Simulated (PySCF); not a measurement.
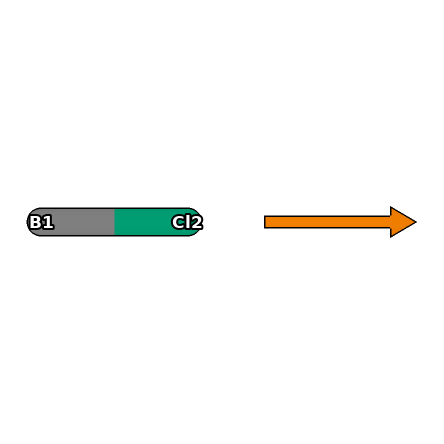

The arrow beside the molecule shows the direction of the dipole moment, from the negative to the positive end (its length means nothing). Computed geometry: PBE0-D3(BJ)/def2-SVP optimisation. No frequency run is at hand to confirm it as a minimum. Method: ωB97X-D/def2-SVPD, gas phase (PySCF 2.14.0).

> Estimate the dipole moment.

1.60 D; it points from the side of B1 to the side of Cl2 (the outermost atoms at the two ends).
